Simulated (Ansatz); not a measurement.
Hypothetical zinc blende CsBr, pressure series

Consider CsBr in the zinc blende structure (space group F-43m, No. 216; a hypothetical phase, not in the database extracts checked).

```xyz
2
Lattice="0.0000 4.0965 4.0965 4.0965 0.0000 4.0965 4.0965 4.0965 0.0000" Properties=species:S:1:pos:R:3 pbc="T T T"
Br     6.1447     6.1447     6.1447
Cs     0.0000     0.0000     0.0000
```

Cell and atoms are relaxed at each pressure.

Levels (all Ansatz, a first-principles code, PAW): PBE (420 eV, without spin-orbit coupling); r2SCAN (500 eV, scalar-relativistic without spin-orbit coupling).

The base cell above is that of PBE; each level relaxes its own structures.

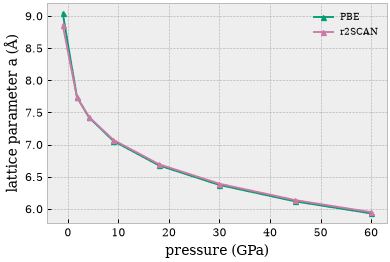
*Lattice parameter a under two levels*

Task: How do the two levels compare along the series?

Result: The two levels differ by at most about 0.188 Å. They put the cases in the same order.

Load acts through the strain it causes; cell and atoms are relaxed under it. Stability against distortions was not tested. No other phases were tried under pressure.
